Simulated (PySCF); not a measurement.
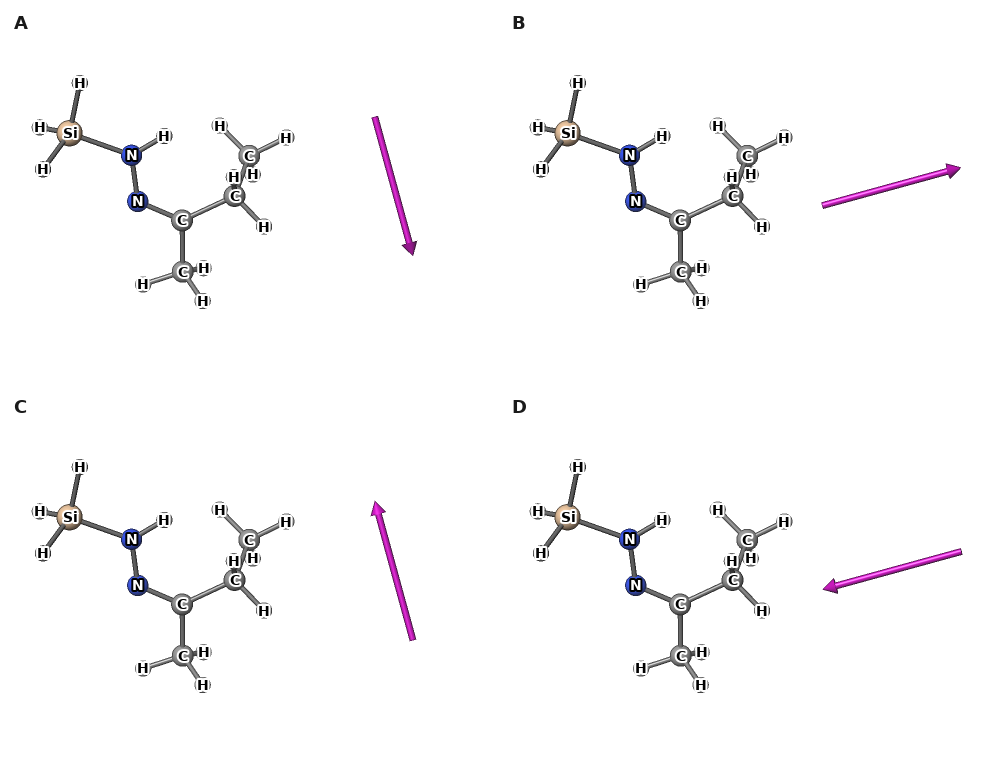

The same molecule four times, each with an arrow. The geometry was computed by an optimisation with GFN2-xTB. No frequency run is at hand to confirm it as a minimum. Level of theory: ωB97X-D/def2-SVPD, gas phase (PySCF 2.14.0).

Which arrow points along the dipole moment, from the negative to the positive end?

Answer. B. The dipole moment is 2.18 D.

The geometry is semi-empirical. Around Si such bond lengths and angles can be off by a tenth of an ångström or more and by several degrees, and values that hang on the shape move with them.
